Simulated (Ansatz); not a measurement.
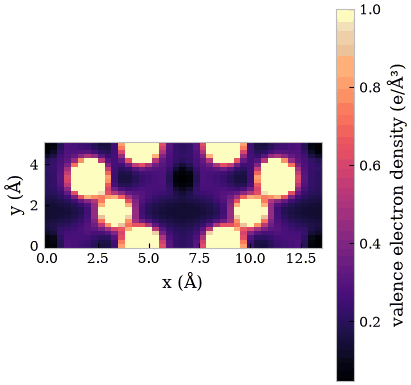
*Valence electron density (e/Å³), cut off at 1 on a lattice plane, r²SCAN (plane waves, PAW; program Ansatz)*

### Question
Which compound is it?
A. SiGeC2, P-4m2 (Si on 1a, C on 2g, Ge on 1c)
B. MgAl3N3O, Pm (Pearson symbol mP8)
C. AlRu2C, P6_3/mmc (Al on 2d, Ru on 4f, C on 2a)
D. HfC, CsCl type

### Answer
C, AlRu2C, P6_3/mmc (Al on 2d, Ru on 4f, C on 2a). Atoms in the plane, in fractions of its two edges: Al at (0.00, 0.00), Al at (0.50, 0.67), Ru at (0.15, 0.67), Ru at (0.35, 0.00), Ru at (0.65, 0.00), Ru at (0.85, 0.67), C at (0.25, 0.33), C at (0.75, 0.33).

The density is the valence pseudo-density with augmentation charge, so density and ELF within about 1 Å of a nucleus are not all-electron values.

The start of the workflow was typed in or built on a structure type; neither database checked (COD, Materials Project) lists it. Its standing as an ambient phase is unchecked. The cell was relaxed with r²SCAN under the symmetry of its start; its stability against distortions is not shown here. The run is not spin-polarised.

Potentials: the earlier of the program's two PAW sets.
